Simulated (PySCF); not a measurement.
CHF3O3S, SMILES `O=S(=O)(O)C(F)(F)F`.

Method: ωB97X/6-31+G*; geometry: GFN2-xTB; program: PySCF. No frequency check shows the geometry to be a minimum. GFN2-xTB bond lengths at metals and heavier atoms can be off by up to 0.1 Å and shapes distorted, which carries into these values.

Geometry (Å), atoms numbered from 1:

```
O1       1.2762    0.0323   -1.3949
S2       0.8647    0.1488   -0.0414
O3       1.2429    1.2504    0.7553
O4       1.1910   -1.2018    0.7167
C5      -0.9977    0.0108   -0.0045
F6      -1.3276   -1.1487   -0.5666
F7      -1.5647    0.9954   -0.6802
F8      -1.4366    0.0219    1.2422
H9       1.4303   -1.9098    0.1124
```

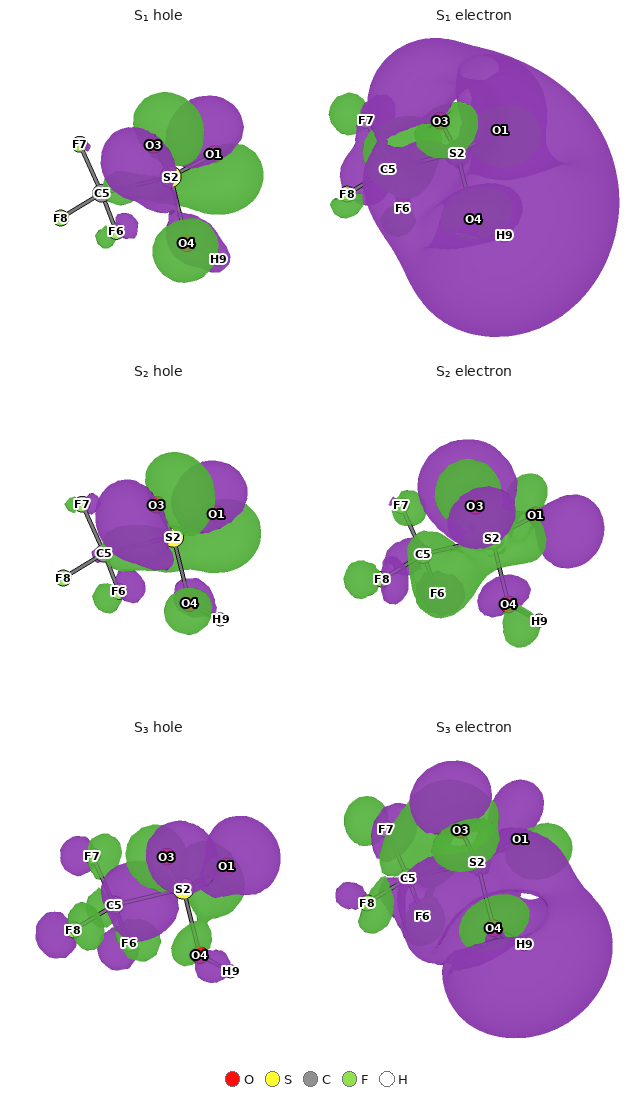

Leading natural transition orbitals (TDA singlet states).

Question: Describe these excited states.

Answer: By state:
- S₁: 8.93 eV (139 nm), f = 0.011, partly diffuse acceptor orbital; the leading pair carries 97 %; hole on O1 (41 %), O3 (33 %) and S2 (11 %), electron on S2 (25 %), O4 (21 %) and H9 (19 %) (atom shares of so diffuse an orbital are rough); their centroids lie 1.0 Å apart.
- S₂: 9.29 eV (134 nm), f = 0.008; the leading pair carries 86 %; hole on O3 (43 %), O1 (34 %) and S2 (13 %), electron on S2 (37 %), O1 (17 %) and O3 (15 %); their centroids lie 0.6 Å apart; S₃ lies within 0.1 eV of it.
- S₃: 9.36 eV (132 nm), f = 0.042; the leading pair carries 92 %; hole on O1 (34 %), O3 (20 %) and S2 (16 %), electron on S2 (29 %), O4 (20 %) and H9 (15 %); their centroids lie 0.9 Å apart; S₂ lies within 0.1 eV of it.

The PySCF run took 3.7 min on 1 thread of Intel(R) Xeon(R) 6975P-C (Granite Rapids), with other jobs on the host, peak memory 0.83 GiB.
